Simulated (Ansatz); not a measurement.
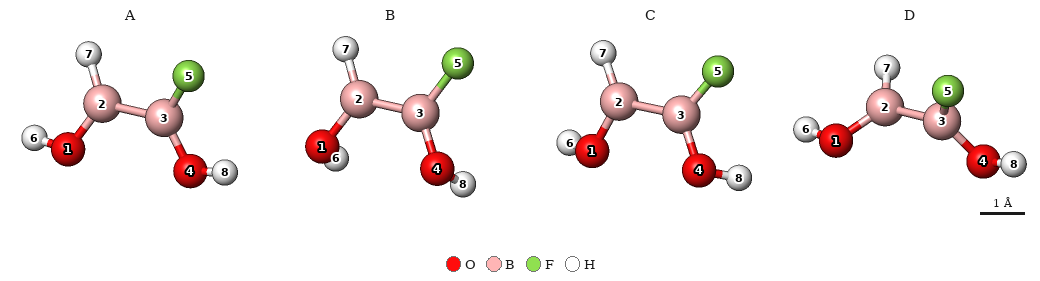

4 geometries from one relaxation of B2H3O2F, in shuffled order. Style: ball-and-stick. Shown at a tilt.

The run prepares an end point of a later path (torsion) calculation, from a guessed geometry.

Level of theory: RKS B3LYP-D4/def2-SVP in Ansatz 0.2.0. Settings: no spin polarisation; force threshold 0.015 eV/Å; at most 40 steps.

**Put them in the order of the run, from the start to the converged end.**

B, C, A, D. They are steps 0, 4, 12, 30, at +192.1 kJ/mol, +47.8 kJ/mol, +2.23 kJ/mol relative to the last. The largest move after the best rigid fit is that of H6, 1.39 Å. By element the largest moves are H 1.39 Å, F 1.15 Å, O 0.95 Å, B 0.37 Å. Near-neighbour distances that change, for instance: B3–F5 1.478 → 1.348 Å, O1–H6 1.054 → 0.966 Å, B2–B3 1.657 → 1.716 Å, O1–B2 1.414 → 1.355 Å. Among the angles between lasting bonds that change: B2–O1–H6 104.6° → 113.4°, B3–O4–H8 108.0° → 112.8°, O1–B2–H7 121.2° → 118.7°. Groups turn about O1–B2 by about 90°, B3–O4 by about 85°, B2–B3 by about 85°. After 26 accepted moves (30 points after the start) the energy has fallen by 192.1 kJ/mol. The largest force component goes from 3.3 to 0.01 eV/Å. The line search rejected the trial steps at points 11, 14, 20, 22 of the run. Cost: 78 s on 1 thread of Arm Neoverse V2, with other jobs on the host, peak memory 0.16 GiB.
